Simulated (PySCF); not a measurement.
# WOCl: quartet, from a linear start

Where does quartet WOCl go from a linear start, is the end point a minimum, and what are its modes, charges and moments?

Program: PySCF 2.14.0. Level of theory: PBE0, basis W def2-TZVP with ECP60, O def2-TZVP, Cl def2-TZVP, scalar-relativistic core potentials, no spin–orbit coupling, density fitting. These are calculated values, not measurements.

### Step 1. The starting structure

3 atoms, charge 0, spin multiplicity 4.

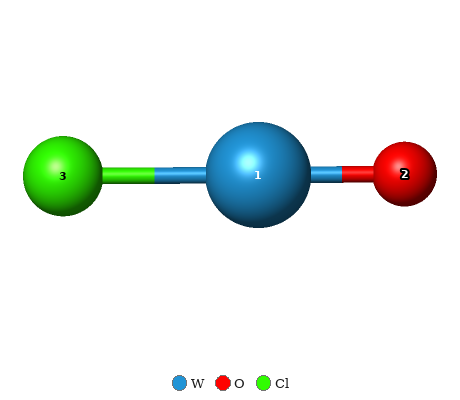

Start geometry, drawn with tungsten blue, oxygen red, chlorine green; atoms are numbered from 1 in the order of the file.

Coordinates in bohr (charge 0 multiplicity 4):
```
W     0.0000    0.0000    0.0000
O     0.0000    0.0000   -3.3448
Cl    0.0000    0.0000    4.4598
```

### Step 2. The SCF at the typed geometry

The steps below are one call of a driver around PySCF. For each, scf.py gives the equivalent set-up of the SCF; relaxations use the driver's own optimiser. After this first run the driver tries any further starts and a stability analysis.

The input, scf.py:

```python
from pyscf import gto, scf, dft
mol = gto.M(atom='''
W      0.000000     0.000000     0.000000
O      0.000000     0.000000    -1.770000
Cl     0.000000     0.000000     2.360000''',
    basis={'W': 'def2-TZVP', 'O': 'def2-TZVP', 'Cl': 'def2-TZVP'},
    ecp={'W': 'def2-TZVP'},
    charge=0, spin=3)
mf = dft.UKS(mol, xc='PBE0')
mf.grids.atom_grid = (50, 194)
aux = {'W': 'def2-universal-JKFIT', 'O': 'def2-universal-JKFIT', 'Cl': 'def2-universal-JKFIT'}
mf = mf.density_fit(auxbasis=aux)
mf.conv_tol = 1e-08
mf.diis_space = 10
mf.max_cycle = 60
mf.init_guess = 'minao'
mf.verbose = 4
mf.kernel()
```

Run with:

```
$ OMP_NUM_THREADS=4 python axn.py task.json out
```

The runs that follow: Linear start, quartet: relaxation; Vibrations and properties at this point; Downhill along the imaginary mode; Frequencies.

What does the calculation give? Wanted: minimum; geometry; wavenumbers; dipole moment; highest occupied, lowest empty level; polar-tensor charge of W1; zero-point energy; atomisation energy; ⟨S²⟩.

As calculated:

```
                                          quantity                                     value
                                           minimum                               quartet, Cs
                                          geometry  W–Cl 2.302 Å, W–O 1.689 Å; Cl–W–O 142.2°
                                wavenumbers (cm⁻¹)             118 (a'), 382 (a'), 1035 (a')
                                     dipole moment                                    1.50 D
highest occupied, lowest empty level (either spin)                           -6.97, -3.13 eV
                         polar-tensor charge of W1                                   +1.22 e
                                 zero-point energy                                9.2 kJ/mol
                               entropy at 298.15 K                           309.6 J/(mol K)
         atomisation energy (no zero-point energy)                               1141 kJ/mol
                                              ⟨S²⟩                                     3.779
```

**Reading.** From C∞v at the start the molecule goes to a Cs minimum, after a stop at a second-order saddle point 10.4 kJ/mol higher, from which it was pushed off along an imaginary mode. The strongest infrared band lies at 1035 cm⁻¹ (a', stretch). Most of the spin sits on W1 (Mulliken spin 3.21, against 3 for the whole molecule). Other starts or spin states, not run here, may lie lower. Open d and f shells are described by one determinant, and the ground state may have another occupation or spin. With an element this heavy the missing spin–orbit coupling can shift these numbers.
